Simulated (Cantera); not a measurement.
Feed: 1 mol Hg, 0.057 mol H2, held at 750 Torr.

These are equilibrium values from Cantera (NASA tables, ideal gas, pure condensed phases), not measurements of a reactor. Candidate condensed phases: Hg; 3 gas species. Rates play no part.

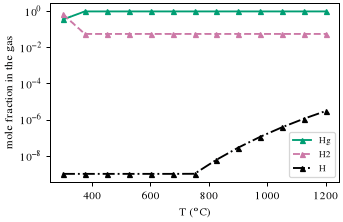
Figure: Equilibrium gas composition (values under 1e-9 drawn at 1e-9)

At 302 °C the condensed part is Hg(l). From 377 °C to 1202 °C nothing is condensed. The main Hg-bearing gas is Hg throughout.
